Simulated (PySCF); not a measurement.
# B3ClH4O2: the cost of one run

The runs use PySCF 2.14.0, with density-fitted response routines of our own; the level of theory stands in each step. All values are computed, except where a source is named. Atoms count from 0, in the outputs and in this text.

**1. The starting structure**

10 atoms, charge 0, multiplicity 1; geometry from: GFN2-xTB.

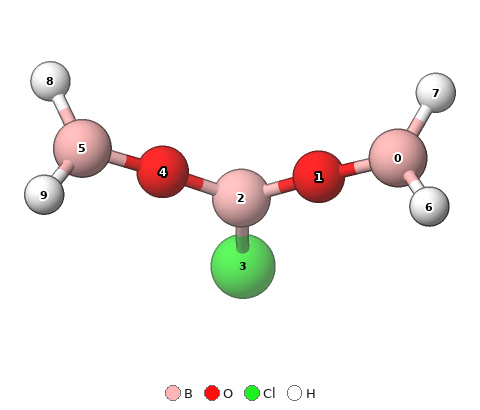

The starting geometry (boron pink, oxygen red, chlorine green, hydrogen white), atoms numbered; sticks join atoms by distance.

**2. Excited states and response: CAM-B3LYP/def2-SVPD**

The job: settings as JSON, then the geometry in Å.

```
{"job": {"kind": "uv", "xc": "CAM-B3LYP", "basis": "def2-SVPD", "nstates": 8, "ntriplets": 3}, "charge": 0, "multiplicity": 1}
B     -2.337257    -0.263006     0.210268
O     -1.134181     0.205669    -0.003458
B      0.046953     0.742742    -0.216162
Cl     0.156874     2.513481    -0.282889
O      1.151899     0.049771    -0.383774
B      2.286151    -0.580773    -0.552814
H     -2.693225    -0.441857     1.318723
H     -3.030653    -0.502099    -0.711436
H      2.614158    -0.886048    -1.642001
H      2.948164    -0.833225     0.388174
```

Method: TDDFT CAM-B3LYP/def2-SVPD, vertical, gas phase, core orbitals frozen in the response.

Command:

```bash
$ OMP_NUM_THREADS=1 python probes_run.py task.json out
```

The driver reads the jobs from task.json and runs them one after another.

**Question.** How long does this first job take on 1 thread of Arm Neoverse N1, shared host, and how much memory does it need?

About 31 s, with a peak of 0.71 GiB.
